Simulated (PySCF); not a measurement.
Single-point calculation of C$_{3}$F$_{6}$ (charge +1)

System: C$_{3}$F$_{6}$, charge +1, multiplicity 2.
Method: BHLYP/def2-SVP, UKS (PySCF 2.14.0).

The geometry is that of the parent species in another charge or spin state. The geometry comes from this level: PBE0-D4/def2-TZVP.

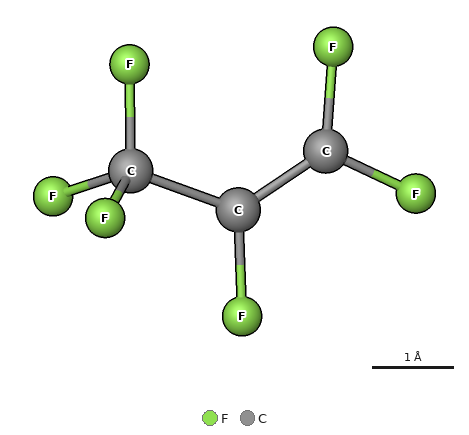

Fig. 1: The structure as given in the input (ball-and-stick view, seen at a tilt).

The input (job.py)
```python
from pyscf import gto, dft

system = gto.M(
    atom='start.xyz',
    verbose=3,
    charge=1,
    spin=1,
    basis='def2-svp',
    max_memory=1860,
)

mf = dft.UKS(system)
mf.xc = 'bhandhlyp'
mf.grids.level = 5
mf.conv_tol = 1e-10
mf.kernel()
if not mf.converged:
    mf = mf.newton().run(mf.mo_coeff, mf.mo_occ)

energy = mf.e_tot
print('Final energy', energy)
```

File start.xyz
```
9
C3F6
F      2.023520    -0.271130     0.593250
C      1.311770    -0.079850    -0.478440
F      2.048190    -0.035240    -1.552840
C     -0.006940     0.057990    -0.514960
F     -0.607110     0.248910    -1.687470
C     -0.955770     0.025720     0.641250
F     -1.850240    -0.954150     0.485310
F     -1.637730     1.171760     0.718770
F     -0.325700    -0.164010     1.795120
```

Hardware: 1 thread of Arm Neoverse V1, 112 GiB of memory available, shared host.

Run as:
```bash
OMP_NUM_THREADS=1 python job.py
```

Log
```
[file] SyntaxWarning: invalid escape sequence '\W'
  S = {(paw_set(r)[0], bool(re.search(r"spin_orbit\W+true|paw_fr", str((r.get("files") or {}).get("input") or "")) or re.search("(?i)spin.orbit\W+(value\W+)?(true|yes)|value\W+spin-orbit", json.dumps(r.get("inputs"), default=str)))) for r in records}

WARN: HOMO -0.241669175847935 >= LUMO -0.241669175847933

converged SCF energy = -712.084066655518  <S^2> = 0.75287855  2S+1 = 2.0028765
Final energy -712.0840666555177
```

Key numbers

```json
{"quantity": "outcome", "value": "converged"}
{"quantity": "total energy", "value": "−712.084067 hartree"}
{"quantity": "basis functions", "value": "126"}
{"quantity": "⟨S²⟩", "value": "0.753"}
{"quantity": "wall time", "value": "2.1 min"}
{"quantity": "peak memory", "value": "0.78 GiB"}
```

Remarks

Further notes kept with the run: dipole of an ion depends on the origin.
